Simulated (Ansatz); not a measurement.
# GaBH3ClO (SMILES O[B](Cl)[GaH2]) at r2SCAN0/6-31G(d) (spherical functions)

What is the vertical ionisation energy of GaBH3ClO at r2SCAN0/6-31G* (spherical functions)? 

Program for the calculation: Ansatz 0.2.0.

127 further runs of the same task are left out: 127 set aside as unsound or not needed.

### 1 Starting point

The species is GaBH3ClO (7 atoms), meant as a singlet with charge 0. SMILES: `O[B](Cl)[GaH2]`. The shape is that of a PBE0-D4/def2-TZVP optimisation. This is one conformer, not always the lowest.

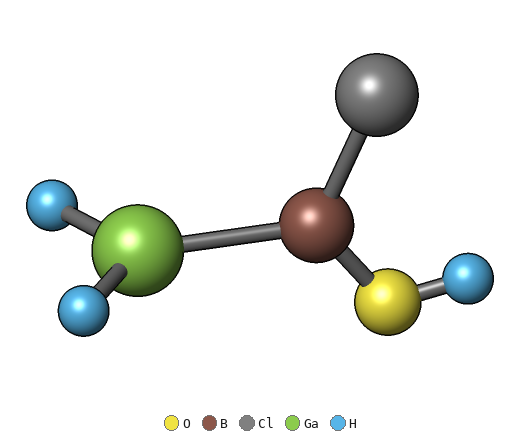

The structure, seen from a chosen angle (oxygen yellow, boron brown, chlorine grey, gallium green, hydrogen blue).

### 2 A single-point energy at r2SCAN0/6-31G(d) (spherical functions)

File job.yaml:

```yaml
crystal:
  periodic: [false, false, false]
  atoms:
    - {symbol: O, position_ang: [-0.845500, -1.229100, 0.927100]}
    - {symbol: B, position_ang: [-0.031900, -0.664900, 0.017900]}
    - {symbol: Cl, position_ang: [0.899000, -1.736200, -1.070500]}
    - {symbol: Ga, position_ang: [0.202400, 1.406200, -0.190800]}
    - {symbol: H, position_ang: [-0.850900, -2.194300, 0.905900]}
    - {symbol: H, position_ang: [-0.691300, 2.232500, -1.186100]}
    - {symbol: H, position_ang: [1.318000, 2.185900, 0.596500]}
basis:
  gaussian:
    orbitals: 6-31G_st_-spherical.json
hamiltonian:
  xc: {name: r2SCAN0}
accuracy: high
output:
  orbitals: {seedname: orbitals}
```

The basis set 6-31G* is read from a file made from the Basis Set Exchange's data (not shown).

Launch:

```sh
$ ansatz run job.yaml --threads 1 --pin off --max-ram 3480MiB --events-out events.jsonl --progress --plain --runs-dir runs
```

Standard output:

```text
Warning: RAYON_NUM_THREADS=1 ignored (pool sized by the plan → 1); use --threads N
Functional definition: r2SCAN0
  name "r2SCAN0"
  parameter a = 0.25
  parameter k0 = 0.174
  parameter k1 = 0.065
  parameter a1 = 4.9479
  exchange = (1 - a)*r2scan_x(k0 = k0, k1 = k1, a1 = a1) + a*exact_x
  correlation = r2scan_c
1791 factors; integrals over basis functions are off by at most 1.5e-8 eV
mean field evaluation 1: about -67659.6404 eV, gradient 4.0e1 eV
mean field evaluation 2: about -67656.5552 eV, gradient 5.8e1 eV
mean field evaluation 4: about -67662.3629 eV, gradient 1.7e0 eV
mean field evaluation 8: about -67662.4913 eV, gradient 2.5e-1 eV
mean field evaluation 16: about -67662.4915 eV, gradient 1.5e-5 eV
mean field -67662.49145444 eV, -2486.5506976669 hartree, gradient 6.2e-8 eV, S^2 0.000000; 0 other end points of the search recorded, 0 dependent functions left out
reference -67662.49145541 eV, -2486.5506977024 hartree; 32, 32 occupied and 52, 52 virtual orbitals, 1791 factors
Total energy: -67662.49145541 eV, -2486.5506977024 hartree
```

Wall time 22 s (1 thread of Arm Neoverse V1, shared host); peak memory 0.36 GiB.

### 3 The doublet cation at the same level

File in.yaml:

```yaml
basis:
  gaussian: {orbitals: 6-31G_st_-spherical.json}
crystal:
  periodic: [false, false, false]
  atoms:
    - symbol: O
      position_ang: [-0.845500, -1.229100, 0.927100]
    - symbol: B
      position_ang: [-0.031900, -0.664900, 0.017900]
    - symbol: Cl
      position_ang: [0.899000, -1.736200, -1.070500]
    - symbol: Ga
      position_ang: [0.202400, 1.406200, -0.190800]
    - symbol: H
      position_ang: [-0.850900, -2.194300, 0.905900]
    - symbol: H
      position_ang: [-0.691300, 2.232500, -1.186100]
    - symbol: H
      position_ang: [1.318000, 2.185900, 0.596500]
total_charge: 1
magnetization: {spin_polarized: true, initial_magnetization: 1}
hamiltonian: {xc: {name: r2SCAN0}}
accuracy: high
output: {orbitals: {seedname: orbitals}}
```

The basis set 6-31G* is read from a file made from the Basis Set Exchange's data (not shown).

Launch:

```sh
$ ansatz run in.yaml --threads 1 --pin off --max-ram 3480MiB --events-out events.jsonl --progress --plain --runs-dir runs
```

Standard output:

```text
Warning: RAYON_NUM_THREADS=1 ignored (pool sized by the plan → 1); use --threads N
Functional definition: r2SCAN0
  name "r2SCAN0"
  parameter a = 0.25
  parameter k0 = 0.174
  parameter k1 = 0.065
  parameter a1 = 4.9479
  exchange = (1 - a)*r2scan_x(k0 = k0, k1 = k1, a1 = a1) + a*exact_x
  correlation = r2scan_c
1791 factors; integrals over basis functions are off by at most 1.5e-8 eV
mean field evaluation 1: about -67642.3913 eV, gradient 4.7e1 eV
mean field evaluation 2: about -67529.3744 eV, gradient 1.2e2 eV
mean field evaluation 4: about -67651.2199 eV, gradient 7.0e0 eV
mean field evaluation 8: about -67651.8613 eV, gradient 5.1e0 eV
mean field evaluation 16: about -67652.6591 eV, gradient 5.1e-1 eV
mean field -67652.67300716 eV, -2486.1898763845 hartree, gradient 8.6e-8 eV, S^2 0.758582; 2 other end points of the search recorded, 0 dependent functions left out
reference -67652.67300894 eV, -2486.1898764499 hartree; 32, 31 occupied and 52, 53 virtual orbitals, 1791 factors
Total energy: -67652.67300894 eV, -2486.1898764499 hartree
```

It took 43 s on 1 thread of Arm Neoverse V1, shared host; peak memory 0.6 GiB.

### 4 Summary of results

At r2SCAN0/6-31G* (spherical functions):

| quantity | value |
| --- | --- |
| singlet GaBH3ClO: total energy | -2486.55070 Eh |
| singlet GaBH3ClO: HOMO energy | -7.80 eV |
| singlet GaBH3ClO: LUMO energy | -1.56 eV |
| singlet GaBH3ClO: HOMO–LUMO gap | 6.24 eV |
| doublet cation: total energy | -2486.18988 Eh |
| doublet cation: HOMO energy (highest over α and β) | -14.41 eV |
| doublet cation: LUMO energy (lowest over α and β) | -11.74 eV |
| doublet cation: ⟨S²⟩ | 0.759 |
| vertical ionisation energy (to the doublet cation) | 9.818 eV |

What this shows: Removing an electron at fixed nuclei costs 9.82 eV (947 kJ/mol). The negative HOMO energy of the first species, 7.80 eV, lies 2.02 eV below that difference.
